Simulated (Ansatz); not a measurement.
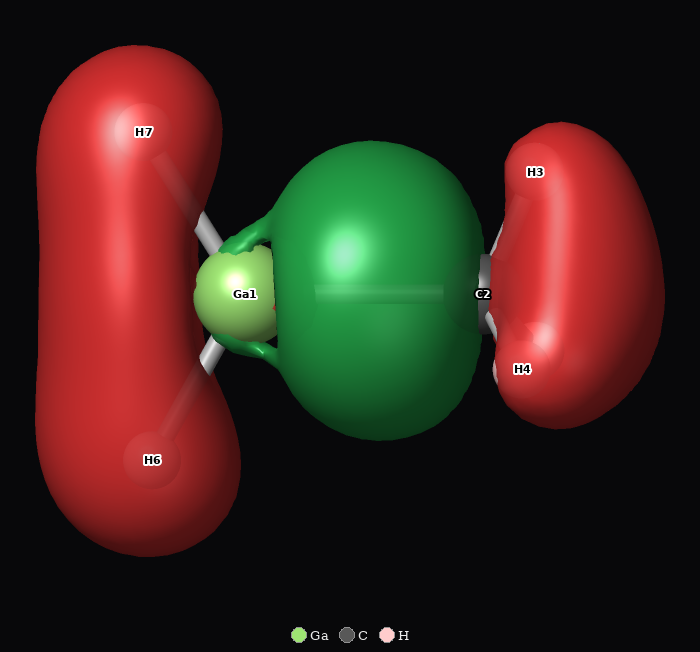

Figure 1: CH5Ga. One frontier orbital at ±0.1 Å⁻³ᐟ² (green and red are the two phases), seen across its widest extent.

These are results of RKS PBE-D4/def2-SVP in Ansatz, not measurements.

```csv
atom,x (Å),y (Å),z (Å)
Ga,0.5634,0.0419,-0.0048
C,1.0932,-0.0395,1.8992
H,0.2369,-0.1999,2.5817
H,1.8277,-0.8587,2.0479
H,1.6087,0.9013,2.1852
H,1.6746,0.2780,-1.1131
H,-0.9470,-0.1230,-0.4583
```

Which orbital is it: HOMO or LUMO?

Answer. The HOMO, at −6.75 eV. By Hirshfeld shares it lies mainly on C2 (about 40 %), Ga1 (about 30 %), H6 (about 10 %) and H7 (about 10 %).
